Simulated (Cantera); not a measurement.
Charge: 1 mol Pb, 0.027 mol H2S, 4.3 mol H2, held at 133 Pa.

These are equilibrium values from Cantera (NASA tables, ideal gas, pure condensed phases), not measurements of a reactor. Candidate condensed phases: Pb, PbS, S; 10 gas species. Gases not in the tables: S3 to S7. Kinetics and transport are ignored.

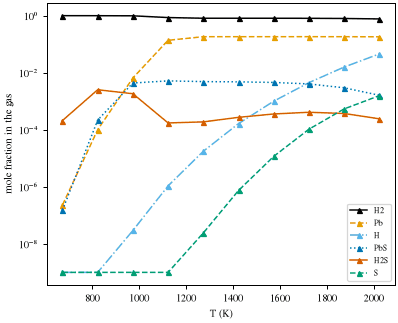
Equilibrium gas composition (values under 1e-9 drawn at 1e-9)

Read off the mole fractions at 673 K.

H2 about 1.00, H2S about 0.00021, Pb about 2.3e-7, PbS about 1.5e-7.
